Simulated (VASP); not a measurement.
Energy against volume of HgTe (zinc blende). All values below come from HSE06 screened hybrid, VASP's PBE PAW potentials (set 64) (plane waves; VASP 6.6.1).

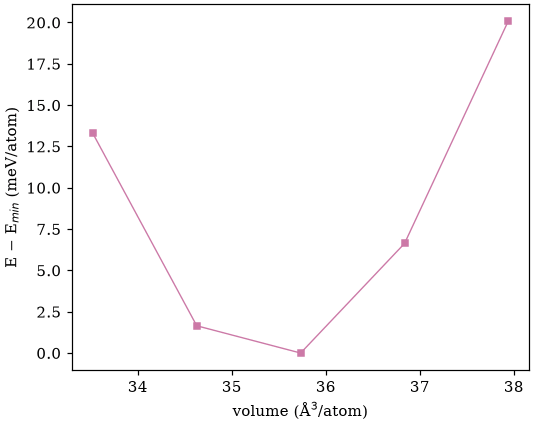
Fig. 1. Energy against volume

Estimate the equilibrium volume and the bulk modulus.

The minimum lies near 35.4 Å³/atom, and the curvature gives B0 of about 41 GPa.

Measured: bulk modulus 42.3 GPa (computed value off by -3.8 %), as given by Cormac Toher et al., Physical Review Materials (2017), arXiv:1611.05714; a 6.460 Å (computed value off by +1.6 %), as given by R. J. Cava et al., Journal of Materials Chemistry C (2013), arXiv:1302.1059. The calculation is for a static lattice, while the measured bulk modulus, a hold thermal and zero-point effects, which are part of the difference.

The compound is HgTe in the zinc blende structure. It was relaxed first. The cell's shape comes from a PBE relaxation.
